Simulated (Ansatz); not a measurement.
# SF (Monosulfur monofluoride): UPBE0/STO-3G

What is the electronic atomisation energy of SF (Monosulfur monofluoride) at UPBE0/STO-3G? 

The results are computed with Ansatz 0.2.0.

34 further runs of the same task are left out: 6 that didn't finish, 28 set aside as unsound or not needed.

## 1. The molecule

The species is SF (2 atoms), meant as a doublet with charge 0. As SMILES, `F[S]`. Geometry: relaxed at PBE0-D4/def2-TZVP.

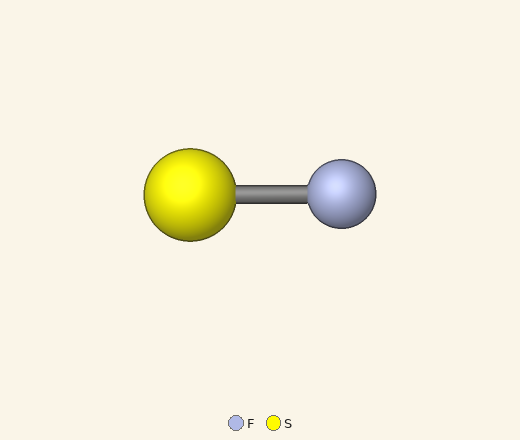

The structure, seen from a chosen angle (fluorine light blue, sulfur yellow).

## 2. A single-point energy at UPBE0/STO-3G

File run.yaml:

```yaml
crystal:
  periodic: [false, false, false]
  atoms:
    - {symbol: F, position_ang: [-0.000000, -0.000000, 0.016120]}
    - {symbol: S, position_ang: [0.000000, 0.000000, 1.610410]}
basis:
  gaussian: {orbitals: STO-3G}
magnetization: {spin_polarized: true, initial_magnetization: 1}
hamiltonian: {xc: {name: PBE0}}
accuracy: high
```

Run with:

```sh
$ ansatz run run.yaml --threads 1 --pin off --max-ram 3480MiB --events-out events.jsonl --progress --plain --runs-dir runs
```

Log:

```text
Warning: RAYON_NUM_THREADS=1 ignored (pool sized by the plan → 1); use --threads N
Functional definition: PBE0
  name "PBE0"
  parameter a = 0.25
  parameter kappa = 0.804
  parameter beta = 0.06672455060314922
  exchange = (1 - a)*pbe_x(kappa = kappa, mu = beta*pi^2/3) + a*exact_x
  correlation = pbe_c(beta = beta)
224 factors; integrals over basis functions are off by at most 2.9e-8 eV
mean field evaluation 1: about -13384.5520 eV, gradient 3.7e0 eV
mean field evaluation 2: about -13384.6658 eV, gradient 1.1e0 eV
mean field evaluation 4: about -13384.6761 eV, gradient 2.0e-1 eV
mean field evaluation 8: about -13384.6861 eV, gradient 1.7e-3 eV
mean field evaluation 16: about -13384.6861 eV, gradient 3.3e-6 eV
mean field -13384.68611359 eV, -491.8781422083 hartree, gradient 2.4e-8 eV, S^2 0.750357; 0 other end points of the search recorded, 0 dependent functions left out
reference -13384.68611426 eV, -491.8781422331 hartree; 13, 12 occupied and 1, 2 virtual orbitals, 224 factors
Total energy: -13384.68611426 eV, -491.8781422331 hartree
```

Wall time 0.91 s (1 thread of Arm Neoverse V1, shared host); peak memory 0.098 GiB.

## 3. The F atom

File in.yaml:

```yaml
crystal:
  periodic: [false, false, false]
  atoms:
    - {symbol: F, position_ang: [0.000000, 0.000000, 0.000000]}
basis:
  gaussian:
    orbitals: STO-3G
magnetization:
  spin_polarized: true
  initial_magnetization: 1
hamiltonian:
  xc: pbe0
accuracy: high
```

Run with:

```sh
$ ansatz run in.yaml --threads 1 --pin off --max-ram 3480MiB --events-out events.jsonl --progress --plain --runs-dir runs
```

Log, shortened:

```text
Warning: RAYON_NUM_THREADS=1 ignored (pool sized by the plan → 1); use --threads N
[... 7 set-up lines as earlier in the session ...]
15 factors; integrals over basis functions are off by at most 1.2e-9 eV
mean field evaluation 1: about -2672.2343 eV, gradient 4.0e-13 eV
mean field evaluation 2: about -2672.2350 eV, gradient 4.3e-12 eV
mean field -2672.23498369 eV, -98.2028243448 hartree, gradient 0.0e0 eV, S^2 0.750000; 0 other end points of the search recorded, 0 dependent functions left out
reference -2672.23498392 eV, -98.2028243531 hartree; 5, 4 occupied and 0, 1 virtual orbitals, 15 factors
Total energy: -2672.23498392 eV, -98.2028243531 hartree
```

Run time: 0.16 s. Hardware: 1 thread of Arm Neoverse V1, shared host.

## 4. The S atom

File molecule.yaml:

```yaml
basis:
  gaussian:
    orbitals: STO-3G
crystal:
  periodic: [false, false, false]
  atoms:
    - symbol: S
      position_ang: [0.000000, 0.000000, 0.000000]
hamiltonian:
  xc: pbe0
magnetization:
  spin_polarized: true
  initial_magnetization: 2
accuracy: high
```

Run the same way, it converges to -393.54590 Eh (log not shown).

## 5. What came out

Level: UPBE0/STO-3G.

| quantity | value |
| --- | --- |
| molecule: total energy | -491.87814 Eh |
| molecule: ⟨S²⟩ | 0.750 |
| F atom: total energy | -98.20282 Eh |
| F atom: ⟨S²⟩ | 0.750 |
| S atom: total energy | -393.54590 Eh |
| S atom: ⟨S²⟩ | 2.000 |
| electronic atomisation energy | 3.522 eV |

Taking the molecule apart into free atoms costs 3.52 eV (340 kJ/mol), before zero-point energy and without spin-orbit coupling. In a minimal basis such a difference can be off by several eV, whatever the method.
